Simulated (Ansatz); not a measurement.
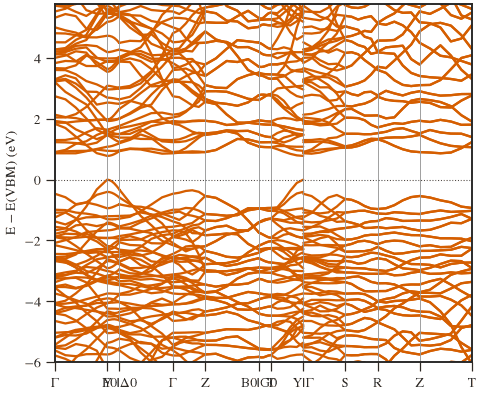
Fig. 1. Band structure from DFT-r²SCAN in the program Ansatz with PAW potentials

Problem. Read off the gap and where the band edges lie.

Solution. About 0.8 eV (0.78 eV by a search for the band edges); maximum at Y, minimum at Y.

Problem. Pick the material that matches.
A. I, molecular I2 type
B. Si2Ru, Cmce (Si on 16g, Si on 16g, Ru on 8d, Ru on 8f)
C. Cl, molecular I2 type

Solution. B, Si2Ru, Cmce (Si on 16g, Si on 16g, Ru on 8d, Ru on 8f)

The workflow started from a Materials Project entry (that database holds measured and hypothetical structures alike); the Crystallography Open Database copy checked does not list it. Its standing as an ambient phase is unchecked. Symmetry was held in the r²SCAN relaxation; its stability against distortions is not shown here. No spin polarisation was allowed. Scalar-relativistic: spin–orbit coupling is off unless named, which matters more the heavier the elements.

Potentials: the later of the program's two PAW sets.
